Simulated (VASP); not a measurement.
# TiSi2: structure and properties in VASP, part 5 of 5

Wanted: the relaxed cell of TiSi2 and its properties. The start is a cell from a database of measured crystal structures.

VASP 6.6.1, plane waves and PAW; the level of theory is named at each step.

So far. Step 13 (Volume scan with rev-vdW-DF2 (run 7)): The pressure falls from -5.13 to -7.34 GPa. The parabola predicted -7.28 GPa, +0.06 GPa off.

## (14) Comparing the runs

Times are for 4 MPI ranks of Intel Xeon Platinum 8259CL at 2.50GHz (Skylake/Cascade Lake), shared host. The runs compared:

| no. | volume scale | energy above the lowest point (meV/atom) | pressure (GPa) | time | memory (GiB) |
| --- | --- | --- | --- | --- | --- |
| 1 | 0.94 | 27.14 | 10.22 | 2 min | 1.8 |
| 2 | 0.96 | 12.01 | 6.463 | 2 min | 1.8 |
| 3 | 0.98 | 3.17 | 3.083 | 2 min | 1.8 |
| 4 | 1 | 0 | 0.04842 | 2.1 min | 1.8 |
| 5 | 1.02 | 1.91 | -2.680 | 2.1 min | 1.8 |
| 6 | 1.04 | 8.39 | -5.133 | 2.1 min | 1.8 |
| 7 | 1.06 | 18.98 | -7.339 | 2.4 min | 2.0 |

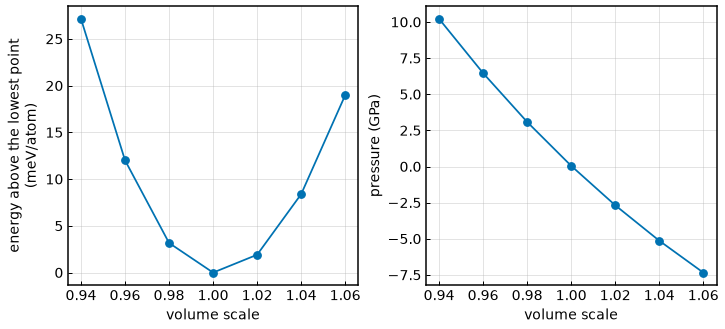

The series as plots.

## (15) Fit for rev-vdW-DF2

This step: Birch-Murnaghan fit, rev-vdW-DF2; plane waves and PAW (VASP 6.6.1).

Derived from the runs above.

This step gave:

```yaml
pressure_derivative_of_the_bulk_modulus: 4.331
r_m_s_error_of_the_fit: 3.45e-6 eV/atom
minimum_inside_the_sampled_range: yes
bulk_modulus: 143.0 GPa
equilibrium_volume_of_the_fit: 14.13 Å³/atom
```

Table of energy above the fitted minimum by volume:

| volume (Å³/atom) | energy above the fitted minimum (eV/atom) |
| --- | --- |
| 13.249 | 0.0272 |
| 13.531 | 0.0120 |
| 13.813 | 0.00320 |
| 14.095 | 3.2e-5 |
| 14.377 | 0.00194 |
| 14.659 | 0.00842 |
| 14.940 | 0.0190 |

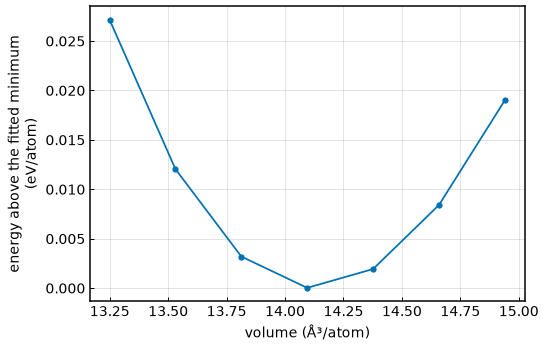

Energy above the fitted minimum against volume.

The fitted volume lies +0.22 % from the relaxed one. At a finite cutoff and mesh the minimum of the energy and the zero of the stress don't quite coincide, and the relaxation stops at a threshold.

## (16) Self-consistent run (rev-vdW-DF2), changed input

This step: rev-vdW-DF2, DFT+U; plane waves and PAW (Ti_sv, Si) (VASP 6.6.1).

This run is made with a changed input; what comes of it follows.

INCAR

```
SYSTEM = TiSi2
PREC = Accurate
ENCUT = 400
EDIFF = 1E-06
NELM = 55
ISMEAR = 0
SIGMA = 0.05
LREAL = .FALSE.
ALGO = Normal
GGA = MK
AGGAC = 0
LUSE_VDW = .TRUE.
PARAM1 = 0.1234
PARAM2 = 0.711357
ZAB_VDW = -1.8867
LASPH = .TRUE.
NBANDS = 26
LORBIT = 11
LWAVE = .FALSE.
LCHARG = .FALSE.
KPAR = 4
ISIF = 2
LDAU = .TRUE.
LDAUTYPE = 2
LDAUL = 2 2 2 2 2
LDAUU = 4
```

POSCAR

```
TiSi2
1.0
    0.0000000000      4.1320296154      4.2596087790
    2.4024027494      0.0000000000      4.2596087790
    2.4024027494      4.1320296154      0.0000000000
Ti Si
2 4
Direct
    0.7500000000      0.7500000000      0.7500000000
    0.5000000000      0.5000000000      0.5000000000
    0.0853890933      0.4146109067      0.0853890933
    0.4146109067      0.0853890933      0.4146109067
    0.1646109067      0.8353890933      0.1646109067
    0.8353890933      0.1646109067      0.8353890933
```

KPOINTS

```
Automatic mesh
0
Gamma
6 6 6
0 0 0
```

PAW data sets: Ti_sv and Si (PBE family, release 64).

Started as:

```bash
> mpirun -np 4 vasp_std
```

Log:

```text
[banner, memory and clock lines left out]
running    4 mpi-ranks, on    1 nodes
[...]
|                                                                             |
|               ----> ADVICE to this user running VASP <----                  |
|                                                                             |
|     You have switched on vdW-DFT.                                           |
|     This routine was written and supplied by Jiri Klimes. We recommend      |
|     that you carefully read and cite the following publications:            |
|       J. Klimes, D.R. Bowler, A. Michelides                                 |
|          J. Phys.: Cond Matt. 22 022201 (2010)                              |
|       J. Klimes, D.R. Bowler, A. Michelides                                 |
|          Phys. Rev. B. 83, 195131 (2011)                                    |
|     and references therein.                                                 |
|                                                                             |

|                                                                             |
|               ----> ADVICE to this user running VASP <----                  |
|                                                                             |
|     You enforced a specific xc type in the INCAR file but a different       |
|     [... a line on the potential file left out ...]
|     I HOPE YOU KNOW WHAT YOU ARE DOING!                                     |
|                                                                             |

|                                                                             |
|     EEEEEEE  RRRRRR   RRRRRR   OOOOOOO  RRRRRR      ###     ###     ###     |
|     E        R     R  R     R  O     O  R     R     ###     ###     ###     |
|     E        R     R  R     R  O     O  R     R     ###     ###     ###     |
|     EEEEE    RRRRRR   RRRRRR   O     O  RRRRRR       #       #       #      |
|     E        R   R    R   R    O     O  R   R                               |
|     E        R    R   R    R   O     O  R    R      ###     ###     ###     |
|     EEEEEEE  R     R  R     R  OOOOOOO  R     R     ###     ###     ###     |
|                                                                             |
|     Error reading item LDAUU from file INCAR.                               |
|     Error code was IERR= 5 ... .                                            |
|                                                                             |
|       ---->  I REFUSE TO CONTINUE WITH THIS SICK JOB ... BYE!!! <----       |
|                                                                             |

1
1
1
1
```

Run time: 4.8 s. Hardware: 4 MPI ranks of Intel Xeon Platinum 8259CL at 2.50GHz (Skylake/Cascade Lake), shared host.

The input was rejected at the start.

VASP's message: “Error reading item LDAUU from file INCAR. Error code was IERR= 5 ... .”. No number of this run is used.

The fault in the input: wrong count of Hubbard values (LDAU = true, LDAUTYPE = 2, LDAUL = "2 2 2 2 2" and LDAUU = "4"). LDAUL, LDAUU and LDAUJ need one entry a species.

## (17) What came out

- relaxed volume: 14.09 Å³/atom
- relaxed conventional cell a, b, c: 4.805, 8.264, 8.519 Å
- space group after relaxing, within 0.02 Å: Fddd (No. 70)
- band gap: none, a metal
- DOS at the Fermi level: 2.35 states/eV/cell
- bulk modulus from the fit: 143 GPa
- volume from the fit: 14.1 Å³/atom

In words: With rev-vdW-DF2, TiSi2 relaxes to 14.09 Å³/atom in space group Fddd (held by the symmetry of the run), comes out as a metal and has a bulk modulus of 143 GPa at fixed shape and positions, an upper bound. Against the listed cell the volume lies -0.3 % (a +0.1 %, b under 0.05 %, c -0.4 %). Bands along the symmetry lines (rev-vdW-DF2): Of the bands kept, 4 cross the Fermi level on this path. The k-sampling is coarse for a metal, so the Fermi level, pressures and the shape of the cell carry errors. No search among competing phases was made, and a listed structure need not be the one stable at ambient conditions. All values are for a static lattice at zero temperature.

[Lines on the potential files, build, host, timing and source positions are cut from VASP's logs without a mark.]

[Logs are printed without paths, hosts, clocks, repeated set-up lines and the standing remarks that a program may print on its own settings, such as how far it seeks lower states.]

[Hosts, paths, dates, database ids (printed as entryN), source tags and the programs' standing remarks are cut or masked in the printed files.]

[A measured line is paired with the nearest computed mode of its activity, which favours agreement.]
